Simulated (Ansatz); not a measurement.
# GeNH₄ (quartet): from Hartree-Fock to the top rungs at distance Ge1–H5 along a hydrogen transfer = 1.829 Å, cc-pVDZ

How much of the correlation energy of GeNH₄ (quartet) does each wave-function method recover here?

The runs use Ansatz 0.2.0, Gaussian basis; cc-pVDZ, core rule «outside noble gas», up to 15 orbitals frozen.

Plan: UHF; CCSD(T) on ROHF; CCSD(T) on UHF; BCCD(T) on ROHF; CISD; CCSDT(Q) on ROHF; CCSDT(Q) on UHF; CASSCF and MRCISD+Q, 5 electrons in 5 orbitals; CASSCF and NEVPT2, 5 electrons in 5 orbitals.

10 further runs of the same task are left out: 1 for a mislabelled method, 7 that didn't finish, 2 set aside as unsound or not needed.

### Step 1. The system

The geometry derives from fragments relaxed apart (PBE0/def2-TZVP) and kept rigid, so it is no stationary point. A hydrogen atom is moved between rigid fragments. No spin-orbit coupling is included. The filled d shell of Ge may be among the frozen orbitals whatever the setting's name suggests; the logs give the count.

6 atoms, charge 0, spin multiplicity 4.

Atoms are counted from 1 here; the program's logs count them from 0.

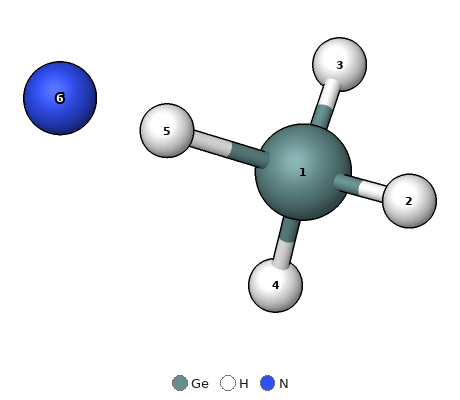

The geometry (germanium teal, hydrogen white, nitrogen blue); atoms are numbered from 1 in the order of the file.

### Step 2. UHF

Contents of in.yaml:

```yaml
crystal:
  periodic: [false, false, false]
  atoms:
    - {symbol: Ge, position_ang: [-0.507296, 0.000000, 0.000000]}
    - {symbol: H, position_ang: [-1.018746, 1.446599, 0.000000]}
    - {symbol: H, position_ang: [-1.018746, -0.723300, 1.252792]}
    - {symbol: H, position_ang: [-1.018746, -0.723299, -1.252792]}
    - {symbol: H, position_ang: [1.321704, 0.000000, 0.000000]}
    - {symbol: N, position_ang: [2.755704, 0.000000, 0.000000]}
basis:
  gaussian: {orbitals: cc-pVDZ}
magnetization: {spin_polarized: true, initial_magnetization: 3}
hamiltonian: {xc: hf}
output: {orbitals: {seedname: orbitals}}
```

Started as:

```
ansatz run in.yaml --threads 1 --pin off --events-out ev --progress --plain --max-ram 2393MiB
```

The runs that follow: CCSD(T) on ROHF; CCSD(T) on UHF; BCCD(T) on ROHF; CISD; CCSDT(Q) on ROHF; CCSDT(Q) on UHF; CASSCF and MRCISD+Q, 5 electrons in 5 orbitals; CASSCF and NEVPT2, 5 electrons in 5 orbitals.

Before running them: what should the planned runs give, taken together? Wanted: UCCSDT(Q) below the RHF energy; RMP2 from UCCSDT(Q); UMP2 from UCCSDT(Q); RCCSD from UCCSDT(Q); RCCSD(T) from UCCSDT(Q); UCCSD(T) from UCCSDT(Q); RCCSDT(Q) from UCCSDT(Q); NEVPT2 pair from UCCSDT(Q); MRCISD+Q pair from UCCSDT(Q).

As calculated:

| quantity | value |
| --- | --- |
| UCCSDT(Q) below the RHF energy | -7.1156 eV |
| RMP2 from UCCSDT(Q) | +35.32 kcal/mol |
| UMP2 from UCCSDT(Q) | +34.12 kcal/mol |
| RCCSD from UCCSDT(Q) | +3.99 kcal/mol |
| RCCSD(T) from UCCSDT(Q) | +0.90 kcal/mol |
| UCCSD(T) from UCCSDT(Q) | +0.84 kcal/mol |
| RCCSDT(Q) from UCCSDT(Q) | +0.06 kcal/mol |
| NEVPT2 pair from UCCSDT(Q) | +31.07 kcal/mol |
| MRCISD+Q pair from UCCSDT(Q) | +1.00 kcal/mol |
| levels within 1 kcal/mol (43 meV) | RCCSD(T), UCCSD(T), BCCD(T), RCCSDT, UCCSDT, RCCSDT(Q) |
| T1 diagnostic | 0.035 |

What this shows: RCCSD(T) misses by +0.90 kcal/mol, 0.5 % of the correlation energy. Of the multireference levels listed MRCISD+Q pair comes nearest in total energy (+1.00 kcal/mol), which doesn't show that its space is the better one. These misses are within one basis, not against nature; the frozen cores of restricted and unrestricted runs differ, which can shift their rows.
